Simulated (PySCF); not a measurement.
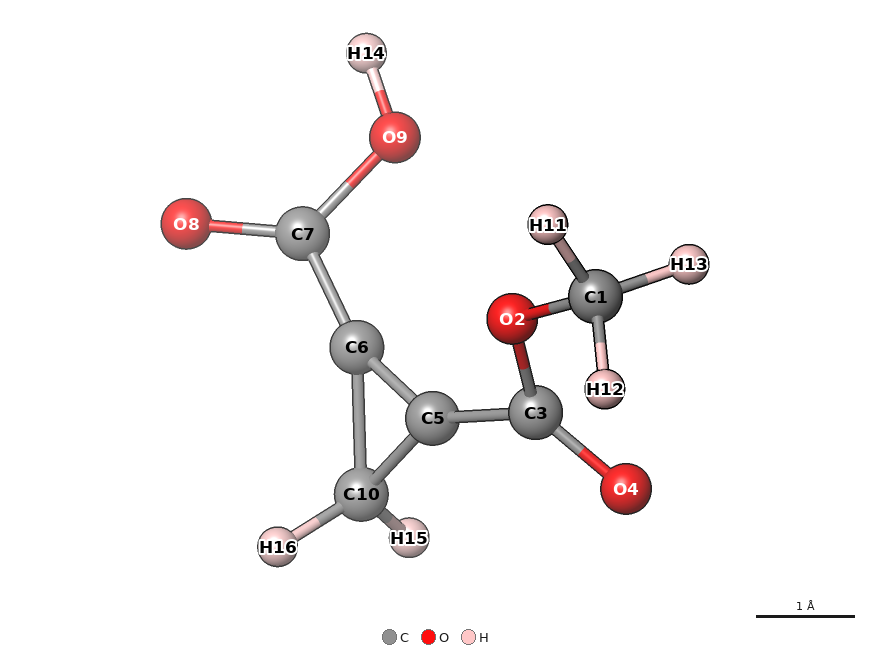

Orthographic view. Depth is shown by fading: the farther an atom, the more it takes the colour of the background. Geometry: a frame of a GFN2-xTB molecular-dynamics simulation, not a minimum.

Write the connection table.

C1: O2, H11, H12, H13
O2: C1, C3
C3: O2, O4, C5
O4: C3
C5: C3, C6, C10
C6: C5, C7, C10
C7: C6, O8, O9
O8: C7
O9: C7, H14
C10: C5, C6, H15, H16
(terminal hydrogens appear only as neighbours)
